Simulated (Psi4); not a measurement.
# CH2F3Si (SMILES [CH2][Si](F)(F)F): levels of theory compared

Wanted: a comparison of 5 runs (U-revPBE/def2-SVP, UBHLYP/def2-SVP, UM06-2X/def2-SVP, UPBE0/def2-SVP, UTPSS/def2-SVP) of CH2F3Si. 

Program for the calculation: Psi4 1.11.

### Step 1. The molecule

The species is CH2F3Si (7 atoms), meant as a doublet with charge 0. SMILES: `[CH2][Si](F)(F)F`. The C1–H7 distance was set to 1.409 Å, away from the relaxed value.

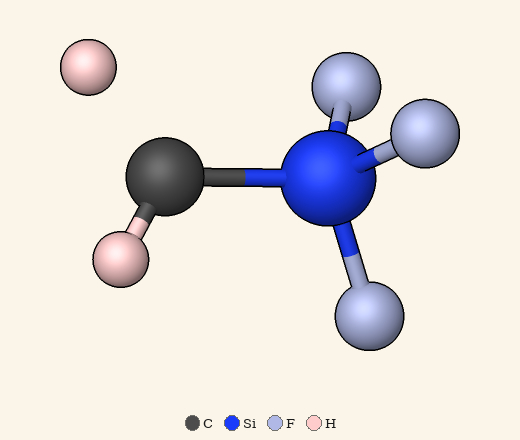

The structure, seen from a chosen angle (carbon dark grey, silicon blue, fluorine light blue, hydrogen pink).

### Step 2. A single-point energy at U-revPBE/def2-SVP (run 1)

Input file run.py:

```python
import psi4

psi4.set_memory('1600 MB')
psi4.set_num_threads(1)
psi4.core.set_output_file('run.log', False)

mol = psi4.geometry("""
0 2
C     -0.785219     0.344281     0.457323
Si     0.349481    -0.318319    -0.789677
F     -0.084019     0.121081    -2.240377
F      0.401981    -1.895419    -0.787277
F      1.823481     0.183881    -0.542777
H     -1.824519     0.558781     0.236023
H     -0.380400     0.593100     1.784100
symmetry c1
no_reorient
no_com
""")

psi4.set_options({
    'basis': 'def2-SVP',
    'reference': 'uks',
    'puream': True,
    'e_convergence': 1e-09,
    'd_convergence': 1e-08,
    'scf_type': 'pk',
    'dft_radial_points': 99,
    'dft_spherical_points': 590,
    'maxiter': 100,
})

E, wfn = psi4.energy("REVPBE", molecule=mol, return_wfn=True)
psi4.oeprop(wfn, "WIBERG_LOWDIN_INDICES", "QUADRUPOLE", "DIPOLE", title="REVPBE")
print('E =', round(E, 9))
```

Started as:

```console
$ python run.py
```

run.log:

```text
[...]
  Running in c1 symmetry.
[...]
  Nuclear repulsion =  251.663441561091958
[...]
  Multiplicity = 2
[...]
  Nalpha       = 25
  Nbeta        = 24
[...]
    Number of basis functions: 84
[...]
   @UKS iter   1:  -627.65111928652493   -2.90080e-01   8.76763e-03 ADIIS/DIIS
[...]
   @UKS iter  14:  -627.88620624203884   -3.29692e-12   6.32461e-09 DIIS
[...]
   @S^2 Observed:                7.549909936E-01
[...]
    Orbital Energies [Eh]
    ---------------------
    Alpha Occupied:
       1A    -65.523518     2A    -24.280296     3A    -24.277988
       4A    -24.277538     5A     -9.971578     6A     -5.157127
       7A     -3.568048     8A     -3.567766     9A     -3.563886
      10A     -1.102732    11A     -1.074348    12A     -1.072370
      13A     -0.631614    14A     -0.505921    15A     -0.445928
      16A     -0.443877    17A     -0.426000    18A     -0.391757
      19A     -0.390609    20A     -0.382049    21A     -0.368342
      22A     -0.357662    23A     -0.350457    24A     -0.334952
      25A     -0.239899
    Alpha Virtual:
[...]
  @UKS Final Energy:  -627.88620624203884
   => Energetics <=
    Nuclear Repulsion Energy =            251.6634415610919575
    One-Electron Energy =               -1372.1844515086631873
    Two-Electron Energy =                 550.9737537600972246
    DFT Exchange-Correlation Energy =     -58.3389500545648758
    Empirical Dispersion Energy =           0.0000000000000000
    VV10 Nonlocal Energy =                  0.0000000000000000
    Total Energy =                       -627.8862062420388384
[...]
 Multipole Moments:
 ------------------------------------------------------------------------------------
     Multipole            Electronic (a.u.)      Nuclear  (a.u.)        Total (a.u.)
 ------------------------------------------------------------------------------------
 L = 1.  Multiply by 2.5417464519 to convert [e a0] to [Debye]
 Dipole X            :        -33.1303103           32.5968081           -0.5335022
 Dipole Y            :         29.6826983          -29.3909331            0.2917652
 Dipole Z            :         73.1668606          -72.6132857            0.5535749
 Magnitude           :                                                    0.8223118
 L = 2.  Multiply by 1.3450342976 to convert [e a0^2] to [Debye ang]
 Quadrupole XX       :       -169.0531130          144.0084832          -25.0446299
 Quadrupole XY       :         29.5214772          -29.8388037           -0.3173266
[...]
```

Standard output:

```text
E = -627.886206242
```

It took 21 s on 1 thread of Intel Xeon Platinum 8559C (Emerald Rapids), shared host; peak memory 1 GiB.

### Step 3. Energy and forces at UBHLYP/def2-SVP (run 2)

Input file input.inp:

```
memory 1600 MB

molecule {
  0 2
  C
  Si 1 1.811516
  F 2 1.576555 1 111.05376
  F 2 1.577975 3 106.80421 1 123.20232
  F 2 1.576655 3 108.20302 4 114.51359
  H 1 1.084033 2 122.16648 3 27.94633
  H 1 1.4093 6 115.63589 2 -178.96503
  symmetry c1
  no_reorient
  no_com
}

set reference uks
set puream true
set e_convergence 1e-09
set d_convergence 1e-08
set scf_type pk
set dft_radial_points 99
set dft_spherical_points 590
set maxiter 100

E, wfn = gradient("bhhlyp/def2-SVP", return_wfn=True)
oeprop(wfn, "MAYER_INDICES", "WIBERG_LOWDIN_INDICES", "MULLIKEN_CHARGES")
print_variables()
```

Started as:

```console
$ psi4 -n 1 input.inp input.out
```

input.out:

```text
[...]
  Running in c1 symmetry.
[...]
  Nuclear repulsion =  251.663458524579625
[...]
  Multiplicity = 2
[...]
  Nalpha       = 25
  Nbeta        = 24
[...]
    Number of basis functions: 84
[...]
   @UKS iter   1:  -627.80543216441163   -7.55514e-01   7.03566e-03 DIIS/ADIIS
[...]
   @UKS iter  13:  -627.94144189396559   -4.20641e-12   9.35697e-09 DIIS
[...]
   @S^2 Observed:                7.568792162E-01
[...]
  @UKS Final Energy:  -627.94144189396559
   => Energetics <=
    Nuclear Repulsion Energy =            251.6634585245796245
    One-Electron Energy =               -1372.1743109645299228
    Two-Electron Energy =                 522.7621187323736649
    DFT Exchange-Correlation Energy =     -30.1927081863890017
    Empirical Dispersion Energy =           0.0000000000000000
    VV10 Nonlocal Energy =                  0.0000000000000000
    Total Energy =                       -627.9414418939655889
[...]
 Multipole Moments:
 ------------------------------------------------------------------------------------
     Multipole            Electronic (a.u.)      Nuclear  (a.u.)        Total (a.u.)
 ------------------------------------------------------------------------------------
 L = 1.  Multiply by 2.5417464519 to convert [e a0] to [Debye]
 Dipole X            :         -0.1126371            0.1010547           -0.0115824
 Dipole Y            :         -0.2505743            0.2411338           -0.0094405
 Dipole Z            :          5.2633434           -6.2262133           -0.9628699
 Magnitude           :                                                    0.9629858
[...]
  -Total Gradient:
     Atom            X                  Y                   Z
    ------   -----------------  -----------------  -----------------
       1       -0.036418716470    -0.071495780872     0.048904050307
       2       -0.002056410099    -0.004532131106     0.012974908252
       3        0.000141113587     0.011107197098    -0.003997532973
       4        0.009341735699    -0.005000125341    -0.004696144958
       5       -0.009142462100    -0.005152827205    -0.004864143175
       6       -0.000530407788    -0.001164590133     0.005321968675
       7        0.038708782393     0.076175199520    -0.053645092149
[...]
```

Run time: 18 s. Hardware: 1 thread of Intel Xeon Platinum 8559C (Emerald Rapids), shared host; peak memory 1 GiB.

Runs 3 to 4 aren't shown in full; the table further down has their settings and results.

### Step 4. Energy and gradient at UTPSS/def2-SVP (run 5)

Input file ch2f3si.json:

```json
{
  "schema_name": "qcschema_input",
  "schema_version": 1,
  "molecule": {
    "schema_name": "qcschema_molecule",
    "schema_version": 2,
    "symbols": ["C", "Si", "F", "F", "F", "H", "H"],
    "geometry": [-1.48384886, 0.6505968, 0.86421522, 0.66042338, -0.60153573, -1.49227326, -0.1587729, 0.22880993, -4.23369895, 0.759634, -3.5818228, -1.48773791, 3.44587968, 0.34748473, -1.02569988, -3.44784122, 1.05594305, 0.44601883, -0.71885182, 1.12079656, 3.37146038],
    "molecular_charge": 0,
    "molecular_multiplicity": 2,
    "fix_symmetry": "c1",
    "fix_com": true,
    "fix_orientation": true
  },
  "driver": "gradient",
  "model": {
    "method": "tpss",
    "basis": "def2-SVP"
  },
  "keywords": {
    "reference": "uks",
    "puream": true,
    "e_convergence": 1e-09,
    "d_convergence": 1e-08,
    "scf_type": "pk",
    "dft_radial_points": 99,
    "dft_spherical_points": 590,
    "maxiter": 100
  }
}
```

Started as:

```console
$ psi4 --qcschema ch2f3si.json -n 1 --memory 1600MB
```

stdout:

```text
[...]
  Running in c1 symmetry.
[...]
  Nuclear repulsion =  251.663441711136869
[...]
  Multiplicity = 2
[...]
  Nalpha       = 25
  Nbeta        = 24
[...]
    Number of basis functions: 84
[...]
   @UKS iter   1:  -627.88806331809474   -3.32615e-01   8.65511e-03 DIIS/ADIIS
[...]
   @UKS iter  16:  -628.11344228579719   -4.54747e-13   2.51266e-09 DIIS
[...]
   @S^2 Observed:                7.565766925E-01
[...]
  @UKS Final Energy:  -628.11344228579719
   => Energetics <=
    Nuclear Repulsion Energy =            251.6634417111368691
    One-Electron Energy =               -1372.2299573141103792
    Two-Electron Energy =                 551.0418704500242484
    DFT Exchange-Correlation Energy =     -58.5887971328477946
    Empirical Dispersion Energy =           0.0000000000000000
    VV10 Nonlocal Energy =                  0.0000000000000000
    Total Energy =                       -628.1134422857971913
[...]
 Multipole Moments:
 ------------------------------------------------------------------------------------
     Multipole            Electronic (a.u.)      Nuclear  (a.u.)        Total (a.u.)
 ------------------------------------------------------------------------------------
 L = 1.  Multiply by 2.5417464519 to convert [e a0] to [Debye]
 Dipole X            :        -33.1358113           32.5968081           -0.5390032
 Dipole Y            :         29.6835225          -29.3909331            0.2925894
 Dipole Z            :         73.1617276          -72.6132858            0.5484418
 Magnitude           :                                                    0.8227523
[...]
  -Total Gradient:
     Atom            X                  Y                   Z
    ------   -----------------  -----------------  -----------------
       1       -0.029030387601    -0.015386260548    -0.084734955352
       2        0.010621936715    -0.008423660122    -0.019450456803
       3        0.009169833108    -0.008706367899     0.027155397540
       4       -0.000431078923     0.029972082351    -0.000203131627
       5       -0.027701260733    -0.009537286879    -0.004474630830
       6        0.010563498841    -0.003753313460    -0.003602770279
       7        0.026787670446     0.015937943699     0.085204062687
[...]
```

The result, in JSON:

```text
{
 "driver": "gradient",
 "model": {
  "method": "tpss",
  "basis": "def2-SVP"
 },
 "success": true,
 "return_result": [-0.02903038760060455, -0.015386260547871605, -0.08473495535236217, 0.01062193671544484, -0.008423660122220962, -0.019450456802587446, 0.009169833107608605, -0.008706367898987669, 0.027155397540153448, -0.00043107892257832417, 0.02997208235132026, -0.00020313162689122237, -0.027701260732998, -0.009537286878989706, -0.004474630829773611, 0.010563498840830299, -0.0037533134604660415, -0.0036027702792498853, 0.026787670446125553, 0.015937943698504223, 0.08520406268682942],
 "properties": {
  "calcinfo_nbasis": 84,
  "calcinfo_nmo": 84,
  "calcinfo_nalpha": 25,
  "calcinfo_nbeta": 24,
  "calcinfo_natom": 7,
  "nuclear_repulsion_energy": 251.66344171113687,
  "return_energy": -628.1134422857972,
  "return_gradient": [-0.02903038760060455, -0.015386260547871605, -0.08473495535236217, 0.01062193671544484, -0.008423660122220962, -0.019450456802587446, 0.009169833107608605, -0.008706367898987669, 0.027155397540153448, -0.00043107892257832417, 0.02997208235132026, -0.00020313162689122237, -0.027701260732998, -0.009537286878989706, -0.004474630829773611, 0.010563498840830299, -0.0037533134604660415, -0.0036027702792498853, 0.026787670446125553, 0.015937943698504223, 0.08520406268682942],
  "scf_one_electron_energy": -1372.2299573141104,
  "scf_two_electron_energy": 551.0418704500242,
  "scf_xc_energy": -58.588797132847795,
  "scf_dipole_moment": [-0.5390031721521495, 0.2925894471547217, 0.5484418098120614],
  "scf_total_energy": -628.1134422857972,
  "scf_total_gradient": [-0.02903038760060455, -0.015386260547871605, -0.08473495535236217, 0.01062193671544484, -0.008423660122220962, -0.019450456802587446, 0.009169833107608605, -0.008706367898987669, 0.027155397540153448, -0.00043107892257832417, 0.02997208235132026, -0.00020313162689122237, -0.027701260732998, -0.009537286878989706, -0.004474630829773611, 0.010563498840830299, -0.0037533134604660415, -0.0036027702792498853, 0.026787670446125553, 0.015937943698504223, 0.08520406268682942],
  "scf_iterations": 16
 }
}
```

It took 75 s on 1 thread of Intel Xeon Platinum 8559C (Emerald Rapids), shared host; peak memory 0.9 GiB.

### Step 5. The series

```csv
run,level,task,energy (Eh),dipole moment (D),HOMO energy (eV),LUMO energy (eV),wall time
1,U-revPBE/def2-SVP,energy,-627.886206,2.09,-6.53,-4.07,21 s
2,UBHLYP/def2-SVP,gradient,-627.941442,2.45,-9.45,-1.90,18 s
3,UM06-2X/def2-SVP,gradient,-627.936291,2.38,-9.18,-2.05,41 s
4,UPBE0/def2-SVP,gradient,-627.615995,2.34,-8.15,-3.04,20 s
5,UTPSS/def2-SVP,gradient,-628.113442,2.09,-6.74,-3.88,75 s
```

### Step 6. Results

| quantity | value |
| --- | --- |
| run 5: total energy | -628.11344 Eh |
| run 5: dipole moment | 2.09 D |
| run 5: HOMO energy (highest over α and β) | -6.74 eV |
| run 5: LUMO energy (lowest over α and β) | -3.88 eV |
| run 5: ⟨S²⟩ | 0.757 |
| run 5: largest force on an atom | 4.673 eV/Å |

What this shows: The dipole moment (its size) runs from 2.09 D (U-revPBE/def2-SVP) to 2.45 D (UBHLYP/def2-SVP). Totals of different functionals can't be ranked against each other. All runs together took 2.9 min, the longest 75 s.
